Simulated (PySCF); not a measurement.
# ErH3O3 (Er(OH)3): the cost of one run

The runs use PySCF 2.14.0; several levels, as the steps say, no spin–orbit coupling.

2 further runs of the same task are left out: 1 for a known fault of the program, 1 that didn't finish.

### 1 The starting structure

7 atoms, charge 0, spin multiplicity 1.

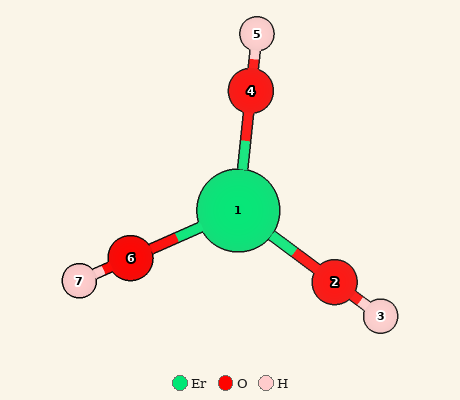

The structure; erbium green, oxygen red, hydrogen pink; atoms are numbered from 1 in the order of the file.

As a file:

```mol
ErH3O3
  3D, bonds by distance, orders not assigned

  7  6  0  0  0  0  0  0  0  0999 V2000
    0.0000   -0.0000    0.1049 Er  0  0
    2.0321   -0.0000    0.1379 O   0  0
    2.9984   -0.0000    0.1657 H   0  0
   -1.0160    1.7598    0.1379 O   0  0
   -1.4992    2.5967    0.1657 H   0  0
   -1.0160   -1.7598    0.1379 O   0  0
   -1.4992   -2.5967    0.1657 H   0  0
  1  2  8  0
  1  4  8  0
  1  6  8  0
  2  3  8  0
  4  5  8  0
  6  7  8  0
M  END
```

Formal oxidation states: Er +3. Each metal's 11 4f electrons lie in its core potential, so multiplicities, spins and levels count the valence alone. An earlier session relaxed this geometry at BP86, Er lcecp-1-SVP with ECP57, O def2-SVP, H def2-SVP (singlet, point group C3v).

At BP86 on the finer grid: E = -265.795916 Eh, HOMO -6.04 eV, LUMO -2.01 eV, Mulliken charge on Er1 +0.85 e, largest force component 0.005 eV/Å. 

Levels to run: M06-L; HF; BLYP; CAM-B3LYP; BP86, TZVP. Hardware: 2 threads of Arm Neoverse V2, shared host.

### 2 M06-L

run.py (the lines that set the calculation) reads:

```python
mol = gto.M(atom='''
Er     0.00000     0.00000     0.10494
O      2.03209     0.00000     0.13792
H      2.99839     0.00000     0.16571
O     -1.01604     1.75984     0.13792
H     -1.49919     2.59668     0.16571
O     -1.01605    -1.75984     0.13792
H     -1.49920    -2.59668     0.16571''',
    basis={'Er': 'lcecp-1-SVP', 'O': 'def2-SVP', 'H': 'def2-SVP'},
    ecp={'Er': 'lcecp-1-SVP'},
    charge=0, spin=0)
mf = dft.RKS(mol, xc='M06L')
mf.grids.atom_grid = (75, 302)  # f atoms: unpruned, at least (60, 302)
mf = mf.density_fit()  # fitting sets: Er AutoAux, O def2-universal-JKFIT, H def2-universal-JKFIT
mf.conv_tol = 1e-08; mf.max_cycle = 55
mf.kernel(dm0)  # dm0: the density of the relaxed state
```

The run is started by

```
OMP_NUM_THREADS=2 python run.py
```

**Question.** How long does this run take on 2 threads of Arm Neoverse V2, shared host?

About 5.5 s.
